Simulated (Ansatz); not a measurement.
Input file:

```
crystal:
  periodic: [false, false, false]
  atoms:
    - { symbol: "N", position_ang: [0.123, -0.3498, 1.4526] }
    - { symbol: C, position_ang: [0.3187, -0.4002, 0.1872] }
    - { symbol: Cl, position_ang: [1.4429, -1.5822, -0.4061] }
    - { symbol: Zn, position_ang: [-0.2301, 0.5095, -1.244] }
    - { symbol: Br, position_ang: [-1.0096, 1.351, -1.8153] }
    - { symbol: H, position_ang: [-0.6028, 0.4077, 1.7795] }
basis:
  gaussian: { orbitals: def2-SVP }
hamiltonian:
  xc: hf
relax:
  f_tol: 0.02
  max_steps: 50
output:
  orbitals: {}
```

Command:

```sh
ansatz run input.yaml --threads 2 --pin off --max-ram 3072MiB --backend cpu --events-out ev --progress --plain --runs-dir out
```

The fields are those of the run's last geometry, not of the input's.

The calculation used Ansatz 0.2.0, RHF/def2-SVP.

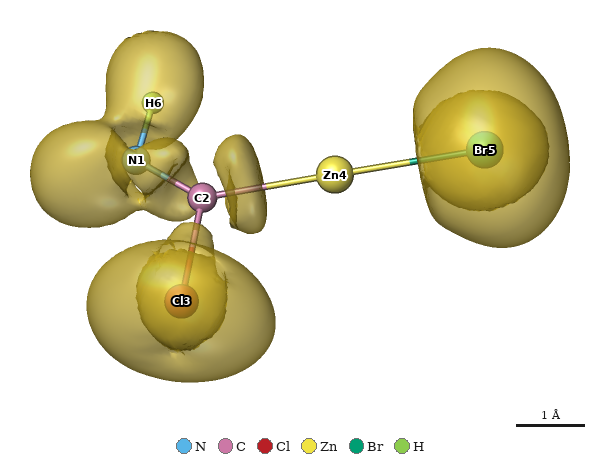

CHBrClNZn. Isosurface of the ELF at 0.75 (yellow), seen at a tilt. Only the valence region is drawn (cores and ρ < 0.01 e/Å³ removed).

Identify the bonds, lone pairs and shells in this picture.

Answer. At this value the surface marks out one lobe of the valence shell of C pointing towards Zn (polar bonds), one region on Cl in which the atom's valence shell and bonds are merged, one region wrapped around Br (its valence shell) and one joined region spread over several atoms (H, N), in which their bonds and any lone pairs are merged. Profiles from the grid: C–N (1.24 Å): the ELF peaks at about 0.90 between the atoms; a short, multiple covalent bond. C–Cl (1.80 Å): the ELF peaks at about 0.90 between the atoms, as expected for a covalent bond.
